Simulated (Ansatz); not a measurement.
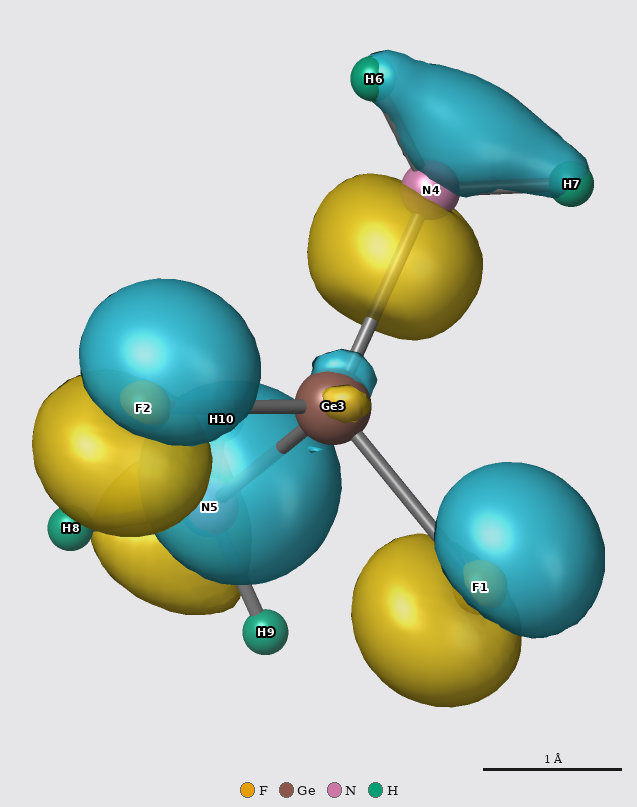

F2GeH5N2 (SMILES [NH2][Ge]([NH3+])([F])[F]) (charge +1). The HOMO−1 at ±0.15 Å⁻³ᐟ² (yellow and cyan are the two phases), seen at an oblique angle.

Geometry: PBE-D3(BJ)/def2-SVP.

Method: Ansatz, isolated molecule in a Gaussian basis; Kohn-Sham density functional theory, functional PBE0.

```xyz
10

F    -2.3018   -0.8268    0.7628
F     0.1450   -0.7188   -0.7756
Ge   -1.0725    0.1587    0.0683
N    -1.5533    1.7426   -0.5848
N    -0.0239    0.4625    1.7571
H    -1.1267    2.0042   -1.4834
H    -2.5625    1.9405   -0.5807
H     0.9289    0.0624    1.6703
H    -0.4869   -0.0013    2.5608
H     0.0688    1.4709    1.9766
```

Q: Where does this orbital lie, and at what energy?

A: It lies mainly on F1 (about 30 %), F2 (about 30 %), N5 (about 20 %), N4 (about 10 %) and Ge3 (about 10 %); largely a combination of lone pairs on F1, F2, N5 and N4. Its energy is −16.59 eV.
